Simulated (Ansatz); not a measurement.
## Run report: C3H9ClSi, geometry relaxation (part 1 of 2)

The run: geometry relaxation of C3H9ClSi. Method and program: RKS PBE0/STO-3G (Ansatz 0.2.0).

It belongs to a series of runs on one base structure; here: start relaxed. Figures and captions count atoms from 1; the log counts them from 0 in places.

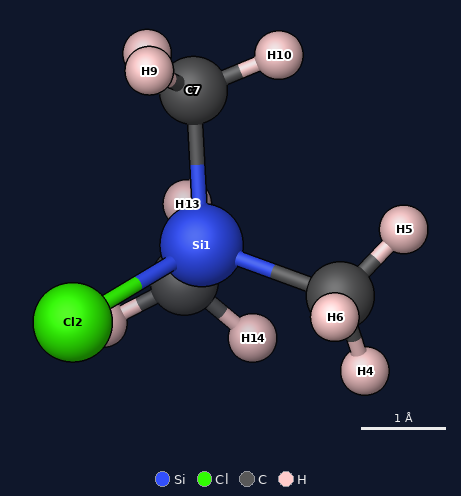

Fig. 1: The starting structure (ball-and-stick view, seen at a tilt; atoms are numbered from 1 in the order of the input). Bond lengths as drawn: Cl–Si 2.13 Å, C–H 1.11 Å and C–Si 1.87 Å.

Summary:

- outcome: converged
- total energy: −23384.9355 eV
- mean-field energy: −23384.9355 eV
- largest force (length of the vector) at the end: 0.016 eV/Å
- hardware: 1 thread of Arm Neoverse V1, 24 GiB of memory available, shared host
- wall time: 49 s
- peak memory: 0.13 GiB

Input file:
```yaml
crystal:
  periodic: [false, false, false]
  atoms:
    - { symbol: Si, position_ang: [0.0, 0.0, 0.0] }
    - { symbol: Cl, position_ang: [0.0, 0.0, 2.13] }
    - { symbol: C, position_ang: [1.7634, 0.0, -0.6227] }
    - { symbol: H, position_ang: [2.1111, -1.0463, -0.7509] }
    - { symbol: H, position_ang: [1.8119, 0.5276, -1.5981] }
    - { symbol: H, position_ang: [2.4154, 0.5187, 0.1108] }
    - { symbol: C, position_ang: [-0.8808, 1.5259, -0.6227] }
    - { symbol: H, position_ang: [-1.9334, 1.2723, -0.8671] }
    - { symbol: H, position_ang: [-0.8624, 2.3106, 0.1622] }
    - { symbol: H, position_ang: [-0.3704, 1.9025, -1.5336] }
    - { symbol: C, position_ang: [-0.8808, -1.5259, -0.6227] }
    - { symbol: H, position_ang: [-1.3804, -2.0377, 0.2261] }
    - { symbol: H, position_ang: [-1.6409, -1.2332, -1.3768] }
    - { symbol: H, position_ang: [-0.1449, -2.2146, -1.0879] }
basis:
  gaussian: { orbitals: STO-3G }
hamiltonian:
  xc: pbe0
relax:
  f_tol: 0.02
  max_steps: 40
```

Run as:
```bash
ansatz run input.yaml --threads 1 --pin off --max-ram 2048MiB --backend cpu --events-out ev --progress --plain --runs-dir out
```

The program's output:
```
The last accepted step is kept in [file] (removed where the run ends without a failure and the disk answers)
Engine: ansatz 0.2.0, aarch64-unknown-linux-gnu
Functional definition: PBE0
  parameter a = 0.25
  parameter kappa = 0.804
  parameter beta = 0.06672455060314922
  exchange = (1 - a)*pbe_x(kappa = kappa, mu = beta*pi^2/3) + a*exact_x
  correlation = pbe_c(beta = beta)
579 factors; integrals over basis functions are off by at most 1.1e-5 eV
mean field evaluation 1: about -23383.2322 eV, gradient 2.0e1 eV
mean field evaluation 2: about -23384.0378 eV, gradient 1.4e1 eV
mean field evaluation 4: about -23384.7948 eV, gradient 2.9e-1 eV
mean field evaluation 8: about -23384.7258 eV, gradient 1.2e-3 eV
mean field -23384.72577449 eV, -859.3728214762 hartree, gradient 9.0e-6 eV, S^2 0.000000; 0 other end points of the search recorded, 0 dependent functions left out
the calculation of the forces begins
reference -23384.72579535 eV, -859.3728222426 hartree; 29, 29 occupied and 13, 13 virtual orbitals, 579 factors
relax step   1: F+E_penalty+E_count = -23384.72577449 eV  Δ(F+E_penalty+E_count) = +0.000e0 eV  max|allowed force component| = 7.087e-1 eV/Å  Δτ_max = 0.0000 Å  (19 SCF iters, accepted)
these checks for a lower state are left out or cut short: starts, cluster_reference, orbital_swaps, neighbouring_geometries, increment
579 factors; integrals over basis functions are off by at most 1.2e-5 eV
mean field evaluation 16: about -23384.8232 eV, gradient 1.1e-4 eV
mean field -23384.82315445 eV, -859.3764001237 hartree, gradient 2.6e-5 eV, S^2 0.000000; 0 other end points of the search recorded, 0 dependent functions left out
[... from here on the field's lines of each further geometry are left out, up to the last ...]
relax step   2: F+E_penalty+E_count = -23384.82315445 eV  Δ(F+E_penalty+E_count) = -9.738e-2 eV  max|allowed force component| = 3.747e-1 eV/Å  Δτ_max = 0.1636 Å  (21 SCF iters, accepted)
relax step   3: F+E_penalty+E_count = -23384.86121821 eV  Δ(F+E_penalty+E_count) = -3.806e-2 eV  max|allowed force component| = 1.196e-1 eV/Å  Δτ_max = 0.0582 Å  (21 SCF iters, accepted)
relax step   4: F+E_penalty+E_count = -23384.88779345 eV  Δ(F+E_penalty+E_count) = -2.658e-2 eV  max|allowed force component| = 3.630e-1 eV/Å  Δτ_max = 0.1999 Å  (20 SCF iters, accepted)
relax step   5: F+E_penalty+E_count = -23384.86884834 eV  Δ(F+E_penalty+E_count) = +1.895e-2 eV  max|allowed force component| = 6.571e-1 eV/Å  Δτ_max = 0.1951 Å  (21 SCF iters, rejected (line search))
relax step   6: F+E_penalty+E_count = -23384.90199915 eV  Δ(F+E_penalty+E_count) = -1.421e-2 eV  max|allowed force component| = 4.758e-2 eV/Å  Δτ_max = 0.0975 Å  (20 SCF iters, accepted)
relax step   7: F+E_penalty+E_count = -23384.91038021 eV  Δ(F+E_penalty+E_count) = -8.381e-3 eV  max|allowed force component| = 1.518e-1 eV/Å  Δτ_max = 0.0978 Å  (22 SCF iters, accepted)
relax step   8: F+E_penalty+E_count = -23384.91452084 eV  Δ(F+E_penalty+E_count) = -4.141e-3 eV  max|allowed force component| = 3.733e-1 eV/Å  Δτ_max = 0.1451 Å  (21 SCF iters, accepted)
relax step   9: F+E_penalty+E_count = -23384.92764954 eV  Δ(F+E_penalty+E_count) = -1.313e-2 eV  max|allowed force component| = 1.056e-1 eV/Å  Δτ_max = 0.0732 Å  (21 SCF iters, accepted)
relax step  10: F+E_penalty+E_count = -23384.93262059 eV  Δ(F+E_penalty+E_count) = -4.971e-3 eV  max|allowed force component| = 9.507e-3 eV/Å  Δτ_max = 0.0990 Å  (20 SCF iters, accepted)
relax step  11: F+E_penalty+E_count = -23384.91945759 eV  Δ(F+E_penalty+E_count) = +1.316e-2 eV  max|allowed force component| = 6.354e-1 eV/Å  Δτ_max = 0.1955 Å  (22 SCF iters, rejected (line search))
relax step  12: F+E_penalty+E_count = -23384.93392099 eV  Δ(F+E_penalty+E_count) = -1.300e-3 eV  max|allowed force component| = 1.538e-1 eV/Å  Δτ_max = 0.0958 Å  (21 SCF iters, accepted)
relax step  13: F+E_penalty+E_count = -23384.93495333 eV  Δ(F+E_penalty+E_count) = -1.032e-3 eV  max|allowed force component| = 5.848e-2 eV/Å  Δτ_max = 0.0173 Å  (22 SCF iters, accepted)
relax step  14: F+E_penalty+E_count = -23384.93533178 eV  Δ(F+E_penalty+E_count) = -3.785e-4 eV  max|allowed force component| = 1.926e-3 eV/Å  Δτ_max = 0.0213 Å  (23 SCF iters, accepted)
the calculation of the forces begins
reference -23384.93546293 eV, -859.3805273843 hartree; 29, 29 occupied and 13, 13 virtual orbitals, 581 factors
relax step  15: F+E_penalty+E_count = -23384.93544186 eV  Δ(F+E_penalty+E_count) = -1.101e-4 eV  max|allowed force component| = 1.598e-2 eV/Å  Δτ_max = 0.0265 Å  (22 SCF iters, accepted)
```

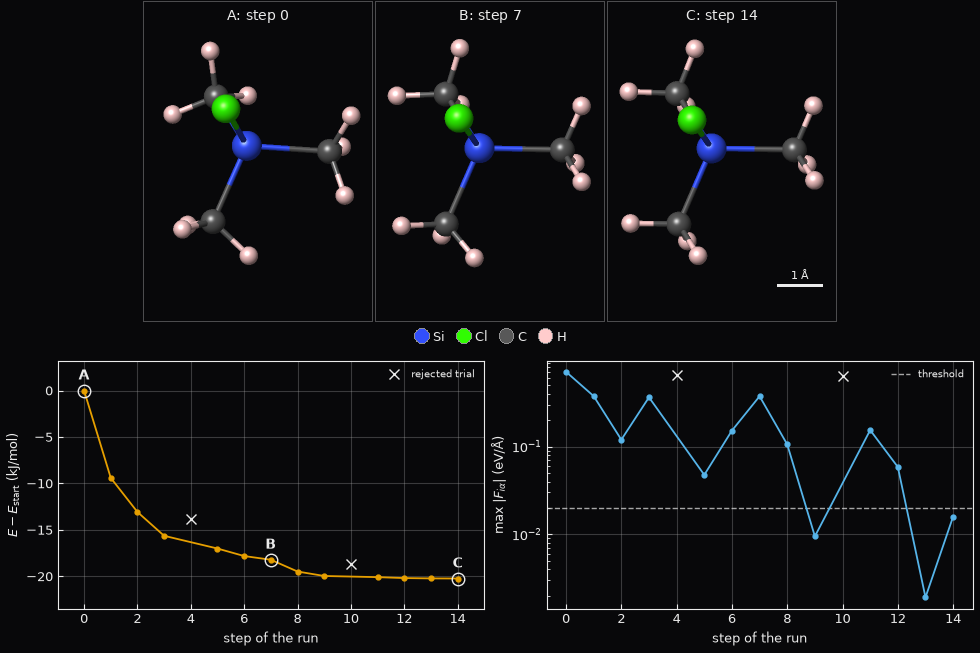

Fig. 2: Frames of the relaxation (ball-and-stick view, seen at a tilt) above the curves, on which the letters mark them (the first geometry is step 0 here and step 1 in the log).

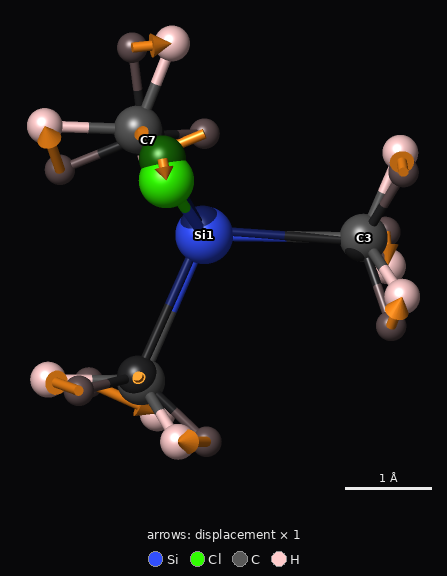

Fig. 3: Start (faint) and end (solid) with the displacements as orange arrows, at true length (ball-and-stick view, seen at a tilt). The two geometries are laid on each other by the best rigid fit. The largest moves after the best rigid fit, 0.89 Å, are those of H12 and H13. By element the largest moves are H 0.89 Å, Cl 0.26 Å, C 0.17 Å, Si 0.07 Å. Distances before and after: Si1–Cl2 2.130 → 2.110 Å, C11–H12 1.110 → 1.094 Å, C11–H13 1.110 → 1.095 Å. Among the angles that change: Cl2–Si1–C3 109.4° → 107.3°, C3–Si1–C7 109.5° → 111.6°. The energy falls by 20.2 kJ/mol in 14 geometry steps. The largest force component goes from 0.71 to 0.016 eV/Å. The line search rejected the trial steps at points 4, 10 (counted from 0) and went back. (Atoms are counted from 1 in the order of the input.)

```
581 factors; integrals over basis functions are off by at most 3.1e-5 eV
mean field -23384.93544186 eV, -859.3805266099 hartree, gradient 2.0e-5 eV, S^2 0.000000; 1 other end points of the search recorded, 0 dependent functions left out
the calculation of the forces begins
reference -23384.93546293 eV, -859.3805273843 hartree; 29, 29 occupied and 13, 13 virtual orbitals, 581 factors
Total energy: -23384.93546293 eV, -859.3805273843 hartree
Atom 0 at     0.006836    -0.038631    -0.061307 Å, force     0.000497    -0.000048    -0.000350 eV/Å
Atom 1 at     0.039669    -0.242566     2.038556 Å, force     0.000114     0.000992     0.000207 eV/Å
Atom 2 at     1.779848     0.046724    -0.637469 Å, force    -0.000690     0.000001     0.000500 eV/Å
Atom 3 at     2.329600    -0.857674    -0.361557 Å, force     0.000373    -0.000795    -0.000063 eV/Å
Atom 4 at     1.821087     0.148192    -1.726838 Å, force    -0.000348     0.000348    -0.000652 eV/Å
Atom 5 at     2.298012     0.904153    -0.198602 Å, force     0.000205     0.000655     0.000524 eV/Å
Atom 6 at    -0.918173     1.534578    -0.451362 Å, force    -0.000795     0.000936    -0.000194 eV/Å
Atom 7 at    -1.944857     1.493660    -0.076317 Å, force     0.001733     0.000189    -0.000235 eV/Å
Atom 8 at    -0.428669     2.403452    -0.002109 Å, force    -0.000430    -0.000768    -0.000502 eV/Å
Atom 9 at    -0.959814     1.692366    -1.534056 Å, force    -0.000301    -0.000354     0.001766 eV/Å
Atom 10 at    -0.867124    -1.537083    -0.749441 Å, force    -0.006618    -0.010570    -0.005677 eV/Å
Atom 11 at    -1.888871    -1.610631    -0.364985 Å, force     0.014607     0.000010    -0.006967 eV/Å
Atom 12 at    -0.920168    -1.477884    -1.841822 Å, force     0.000495    -0.002578     0.015982 eV/Å
Atom 13 at    -0.339577    -2.458754    -0.486091 Å, force    -0.008842     0.011981    -0.004338 eV/Å
Dipole moment:    -0.010457     0.065047    -0.668715 e Å
```

Trajectory as extended XYZ (Å, eV, eV/Å), 15 frames, from step=1 to step=15:
```
14
Properties=species:S:1:pos:R:3:forces:R:3 step=1 energy=-23384.72577
Si    0.0000    0.0000    0.0000    0.0559   0.0236  -0.2386
Cl    0.0000    0.0000    2.1300    0.0043  -0.0092  -0.5048
C     1.7634    0.0000   -0.6227    0.3182  -0.0363   0.2929
H     2.1111   -1.0463   -0.7509    0.0176   0.7087   0.0401
H     1.8119    0.5276   -1.5981    0.1013  -0.3456   0.5660
H     2.4154    0.5187    0.1108   -0.1455  -0.3274  -0.6117
C    -0.8808    1.5259   -0.6227   -0.2125   0.3019   0.2692
H    -1.9334    1.2723   -0.8671    0.5857   0.3847   0.1210
H    -0.8624    2.3106    0.1622   -0.1467  -0.2588  -0.6485
H    -0.3704    1.9025   -1.5336   -0.4087  -0.1179   0.5299
C    -0.8808   -1.5259   -0.6227   -0.1431  -0.3277   0.1613
H    -1.3804   -2.0377    0.2261    0.1765   0.0926  -0.6805
H    -1.6409   -1.2332   -1.3768    0.4045  -0.3498   0.4386
H    -0.1449   -2.2146   -1.0879   -0.6075   0.2613   0.2649
14
Properties=species:S:1:pos:R:3:forces:R:3 step=2 energy=-23384.82315
Si   -0.0020   -0.0074   -0.1027    0.0377   0.0349   0.3711
Cl   -0.0007   -0.0164    2.0023   -0.0137  -0.0452   0.2807
C     1.8104    0.0014   -0.5997    0.0107  -0.0233  -0.3697
H     2.2279   -1.0147   -0.6534   -0.1787   0.1797   0.0591
H     1.9134    0.4540   -1.5960    0.0564  -0.0783   0.1185
H     2.4361    0.5789    0.0933   -0.2332  -0.0294  -0.0311
C    -0.9056    1.5680   -0.5907   -0.0458  -0.0088  -0.3747
H    -1.9772    1.3886   -0.7608    0.2305  -0.0495   0.0739
H    -0.8210    2.3573    0.1671    0.1099  -0.2102  -0.0210
H    -0.4849    1.9608   -1.5269   -0.0931  -0.0159   0.1089
C    -0.9025   -1.5698   -0.6301    0.0097  -0.0209  -0.3644
H    -1.4270   -2.0570    0.1994    0.0895   0.1819   0.0506
H    -1.6495   -1.3380   -1.3988    0.0472  -0.0224   0.0361
H    -0.2096   -2.3059   -1.0564   -0.0270   0.1074   0.0618
14
Properties=species:S:1:pos:R:3:forces:R:3 step=3 energy=-23384.86122
Si   -0.0020   -0.0093   -0.0666    0.0228   0.0268  -0.0592
Cl   -0.0060   -0.0369    2.0462   -0.0037  -0.0261  -0.0248
C     1.7929    0.0053   -0.6064    0.0082  -0.0103  -0.0192
H     2.2130   -1.0077   -0.6130   -0.0464   0.1036   0.0257
H     1.8885    0.4172   -1.6192   -0.0276  -0.0541   0.0904
H     2.4043    0.6189    0.0653   -0.0628  -0.0284  -0.0592
C    -0.8954    1.5535   -0.5913   -0.0418   0.0092  -0.0056
H    -1.9711    1.3742   -0.7095    0.1196   0.0153   0.0358
H    -0.7677    2.3498    0.1511    0.0153  -0.0612  -0.0675
H    -0.5070    1.9210   -1.5494   -0.0360  -0.0628   0.0839
C    -0.8942   -1.5538   -0.6474    0.0092  -0.0031  -0.0797
H    -1.4418   -2.0285    0.1735    0.0200   0.0442  -0.0199
H    -1.6162   -1.3140   -1.4365    0.0548   0.0016   0.0498
H    -0.1895   -2.2898   -1.0502   -0.0318   0.0452   0.0495
```
